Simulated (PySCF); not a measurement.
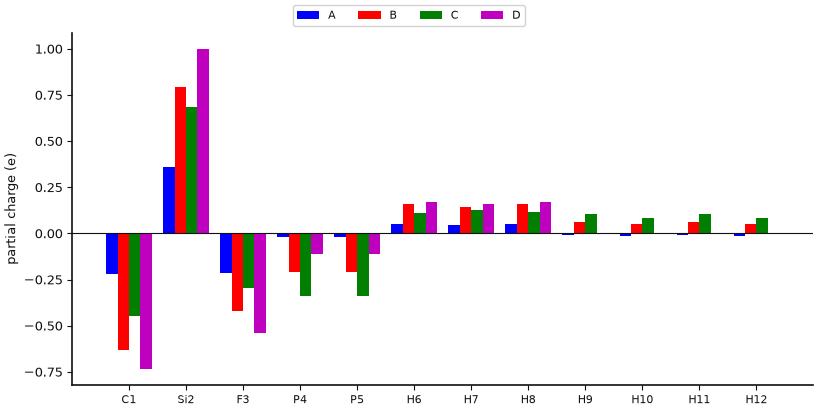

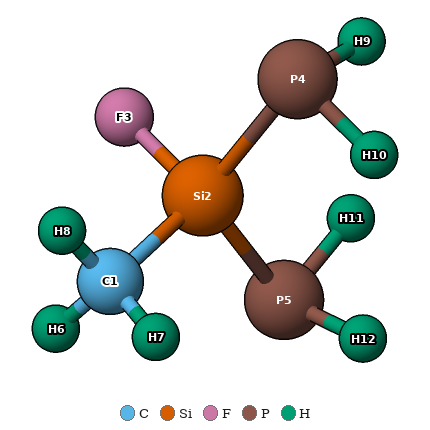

Atomic charges of CH₇FP₂Si, SMILES C[Si](F)(P)P by 4 schemes, PBE0/pcSseg-1, PySCF 2.14.0, at a GFN2-xTB geometry (no frequency check).

### The schemes are ESP fit, Hirshfeld, IAO and Mulliken. Which series is which?

A: Hirshfeld (Si2 0.36 e); B: Mulliken (Si2 0.79 e); C: ESP fit (Si2 0.69 e); D: IAO (Si2 1.00 e).

Note: the tight-binding geometry is rougher than a DFT one and adds to the error.
